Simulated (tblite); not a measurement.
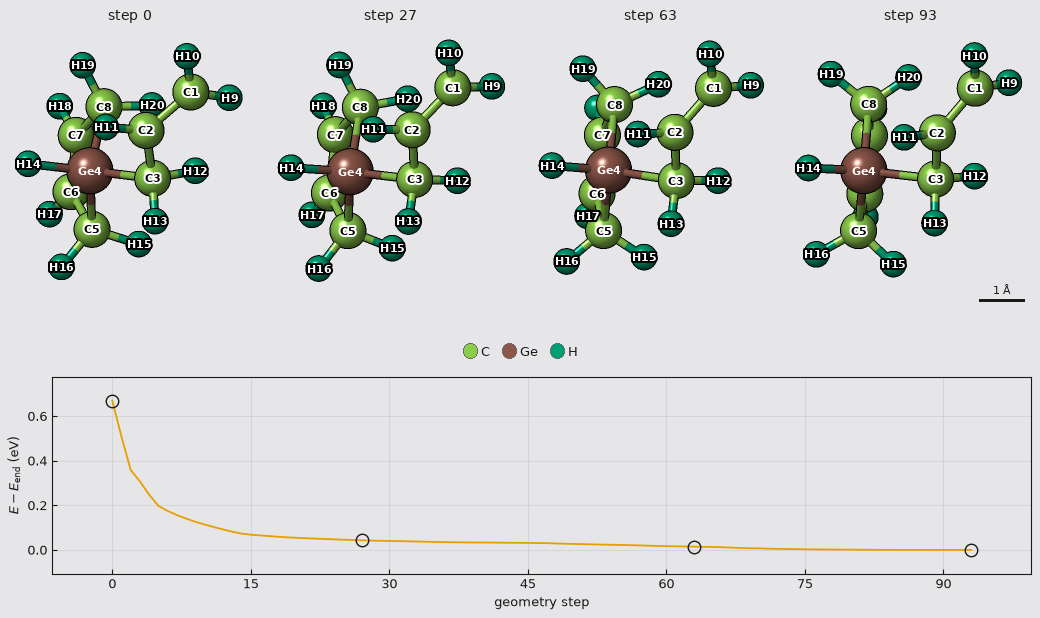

Frames of a relaxation of C₇H₁₂Ge, marked on the history of the run. The picture is a ball-and-stick view, seen from a free direction.

The calculation used GFN2-xTB geometry optimisation, gas phase (tblite 0.8.0). 

### Describe the path.

H20 moves most after the best rigid fit: 0.89 Å. Largest moves by element: H 0.89 Å, C 0.36 Å, Ge 0.16 Å. Near-neighbour distances that change, for instance: C3–Ge4 1.919 → 2.006 Å, Ge4–C5 1.942 → 1.996 Å, C6–H17 1.133 → 1.082 Å, C6–C7 1.276 → 1.323 Å. Among the angles between lasting bonds that change: H19–C8–H20 116.8° → 106.7°, Ge4–C8–H20 105.4° → 113.0°, C1–C2–C3 117.6° → 124.7°. Groups turn about Ge4–C8 by about 35°, Ge4–C5 by about 35°, C7–C8 by about 30°. After 93 geometry steps the energy has fallen by 0.669 eV. The run took 1.4 s on 1 thread of Intel(R) Xeon(R) Processor, with other jobs on the host. From step 0 to 27: H9 moves most (0.28 Å), energy −0.626 eV. From step 27 to 63: H20 moves most (0.43 Å), energy −0.028 eV. From step 63 to 93: H17 moves most (0.40 Å), energy −0.015 eV.

```
step  E − E(0), eV
   0        0.0000
   1       -0.1625
   2       -0.3112
   3       -0.3628
   4       -0.4223
   5       -0.4719
   6       -0.4946
   7       -0.5131
   8       -0.5288
   9       -0.5433
  10       -0.5556
  14       -0.5961
  19       -0.6131
  23       -0.6204
  27       -0.6263
  32       -0.6308
  36       -0.6344
  41       -0.6365
  45       -0.6379
  49       -0.6416
  54       -0.6463
  58       -0.6503
  62       -0.6540
  67       -0.6590
  71       -0.6636
  76       -0.6671
  80       -0.6682
  84       -0.6691
  89       -0.6694
  93       -0.6695
```
